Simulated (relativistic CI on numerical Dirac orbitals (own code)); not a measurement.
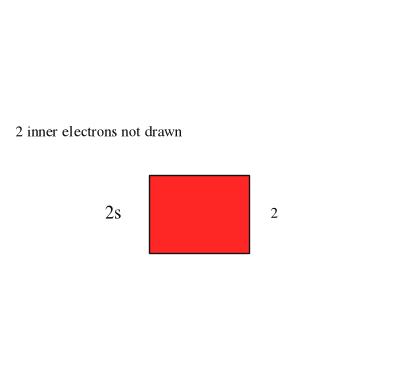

*The outer shells of the leading configuration of the lowest level: a box for each of the 2l + 1 orbitals, shaded by the share of the shell that is filled, with the electron count at the right.*

F⁵⁺: relativistic CI calculation

- system: F⁵⁺.
- method: Dirac-Coulomb-Breit CI, KLI orbitals optimised for each configuration, model QED (radiative potential, 1s self-energy scaled to tabulated hydrogen-like ionisation energies), valence Slater integrals scaled by 0.85, P86 correlation energy added to each configuration (relativistic CI on numerical Dirac orbitals, in-house)

### The input
```
atom F  Z=9  charge=5  electrons=4
nucleus A=19  rms_radius_fm=2.8976
hamiltonian dirac-coulomb  breit=on  qed=on  c_scale=1
orbitals kli  potential=per-configuration
slater_scale 0.85
correlation p86
mixing on
configurations
  [He] 2s2
  [He] 2s 2p
  [He] 2p2
  [He] 2p 3s
  [He] 2p 3p
  [He] 2s 3s
  [He] 2s 3p
  [He] 2s 3d
  [He] 2s 4s
  [He] 2s 4p
  [He] 2s 4d
  [He] 2s 4f
  [He] 3s2
  [He] 3s 3p
  [He] 3p2
end
```

Hardware: 1 CPU thread, shared host.

Launched within a batch (the task file carries these settings):
```bash
python <driver script> task.json out
```

The program writes its results to a structured record and prints no log; tables and figures of this report are taken from that record.

### The lowest 30 levels

| Configuration | Level | E (eV) | LS purity (%) | Landé g | Lifetime (s; – stable or not computed) |
| --- | --- | --- | --- | --- | --- |
| 2s² | ¹S₀ | 0 | 95 | – | – |
| 2s 2p | ³P°₀ | 12.09 | 100 | – | – |
| 2s 2p | ³P°₁ | 12.12 | 100 | 1.501 | 1.2×10⁻⁴ |
| 2s 2p | ³P°₂ | 12.19 | 100 | 1.501 | 2.5×10¹ |
| 2s 2p | ¹P°₁ | 22.81 | 100 | 1.000 | 3.0×10⁻¹⁰ |
| 2p² | ³P₀ | 31.45 | 100 | – | 3.5×10⁻¹⁰ |
| 2p² | ³P₁ | 31.49 | 100 | 1.501 | 3.5×10⁻¹⁰ |
| 2p² | ³P₂ | 31.55 | 100 | 1.501 | 3.5×10⁻¹⁰ |
| 2p² | ¹D₂ | 34.43 | 99 | 1.000 | 1.7×10⁻⁹ |
| 2p² | ¹S₀ | 41.66 | 95 | – | 1.9×10⁻¹⁰ |
| 2s 3s | ³S₁ | 92.42 | 98 | 2.002 | 2.9×10⁻¹¹ |
| 2s 3s | ¹S₀ | 94.29 | 97 | – | 6.8×10⁻¹¹ |
| 2s 3p | ¹P°₁ | 97.84 | 90 | 1.013 | 1.4×10⁻¹¹ |
| 2s 3p | ³P°₀ | 97.90 | 99 | – | 4.1×10⁻⁹ |
| 2s 3p | ³P°₁ | 97.91 | 97 | 1.487 | 4.6×10⁻¹⁰ |
| 2s 3p | ³P°₂ | 97.93 | 99 | 1.501 | 4.0×10⁻⁹ |
| 2s 3d | ³D₁ | 100.5 | 99 | 0.499 | 7.3×10⁻¹² |
| 2s 3d | ³D₂ | 100.5 | 99 | 1.167 | 7.3×10⁻¹² |
| 2s 3d | ³D₃ | 100.5 | 99 | 1.334 | 7.3×10⁻¹² |
| 2s 3d | ¹D₂ | 102.3 | 98 | 1.000 | 1.0×10⁻¹¹ |
| 2p 3s | ³P°₀ | 108.0 | 99 | – | 5.8×10⁻¹¹ |
| 2p 3s | ³P°₁ | 108.1 | 99 | 1.500 | 5.8×10⁻¹¹ |
| 2p 3s | ³P°₂ | 108.2 | 99 | 1.501 | 5.8×10⁻¹¹ |
| 2p 3s | ¹P°₁ | 109.8 | 92 | 1.000 | 3.2×10⁻¹¹ |
| 2p 3p | ¹P₁ | 111.2 | 99 | 0.997 | 2.9×10⁻¹¹ |
| 2p 3p | ³D₁ | 111.8 | 98 | 0.502 | 4.8×10⁻¹¹ |
| 2p 3p | ³D₂ | 111.8 | 99 | 1.167 | 4.8×10⁻¹¹ |
| 2p 3p | ³D₃ | 111.9 | 99 | 1.334 | 4.8×10⁻¹¹ |
| 2p 3p | ³S₁ | 112.7 | 97 | 2.000 | 3.4×10⁻¹¹ |
| 2p 3p | ³P₀ | 113.3 | 100 | – | 2.6×10⁻¹¹ |

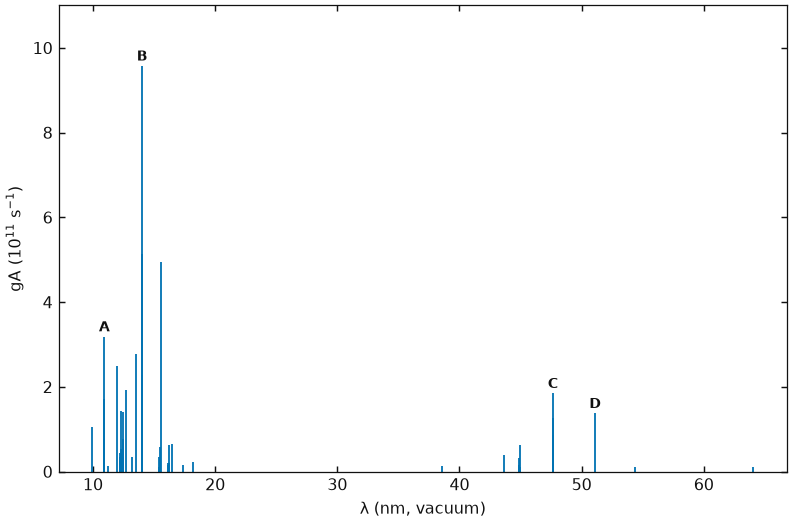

*The stronger electric dipole lines (weighted rates gA) for F⁵⁺ (fluorine, Z = 9).*

A: 2s 4d ³D₃ → 2s 2p ³P°₂, 10.94 nm, gA = 3.2×10¹¹ s⁻¹; B: 2s 3d ³D₃ → 2s 2p ³P°₂, 14.04 nm, gA = 9.6×10¹¹ s⁻¹; C: 2s 4f ³F°₄ → 2s 3d ³D₃, 47.64 nm, gA = 1.8×10¹¹ s⁻¹; D: 2s 4f ¹F°₃ → 2s 3d ¹D₂, 51.12 nm, gA = 1.4×10¹¹ s⁻¹. The strongest, B, lies in the extreme ultraviolet region.

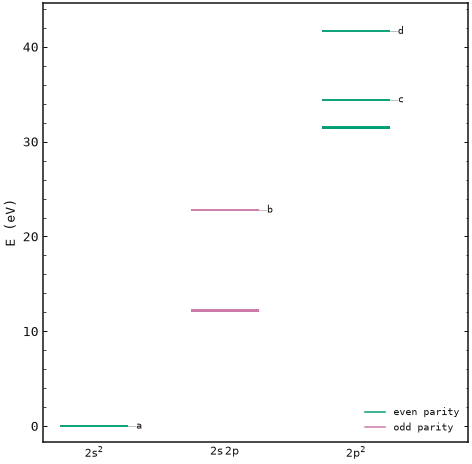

*The lowest levels of F⁵⁺ (fluorine, Z = 9), with 4 of them lettered.*

a: 2s² ¹S₀ at 0; b: 2s 2p ¹P°₁ at 22.81 eV; c: 2p² ¹D₂ at 34.43 eV; d: 2p² ¹S₀ at 41.66 eV.

### Key numbers

- outcome: converged
- lowest level: 2s² ¹S₀
- first excited level: 2s 2p ³P°₀, 97,540 cm⁻¹
- ionisation energy: 155.017 eV
- levels computed: 58
- SCF iterations: 113
- wall time: 0.54 s

### Notes

Limits: configurations can be misplaced by up to about 7 % of their energy; only a limited list of configurations is included, so lower levels can be missing; only lines among the lowest 48 of 58 levels are drawn.
